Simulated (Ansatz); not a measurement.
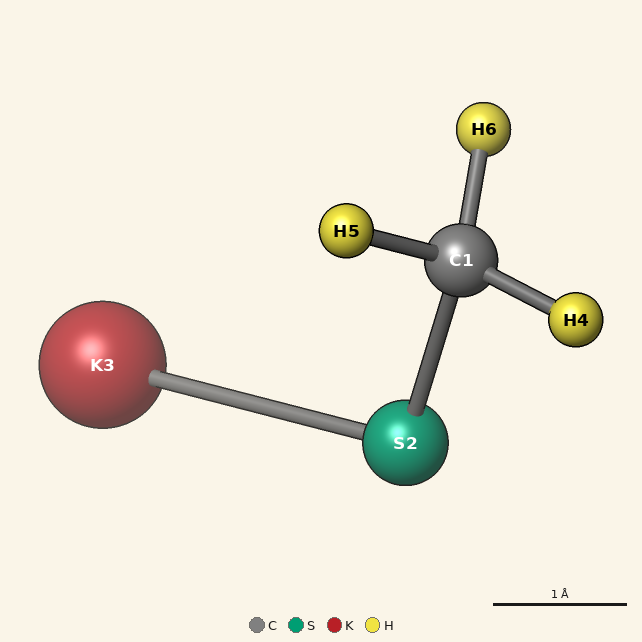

Source: calculation with Ansatz.

Orthographic view. Atoms fade into the background with distance from the viewer. Geometry: atoms displaced at random (about 0.05 Å) from a stationary point of GFN2-xTB.

Give the geometry as a Z-matrix, atoms in numerical order, with these reference atoms: 2 to 1; 3 to 2, 1; 4 to 1, 2, 3; 5 to 1, 4, 2; 6 to 1, 5, 4.

```
C  
S    1   1.829
K    2   2.860   1   112.0
H    1   1.139   2   101.2   3   176.2
H    1   1.131   4   110.3   2   116.9
H    1   1.111   5   101.7   4  -125.0
```
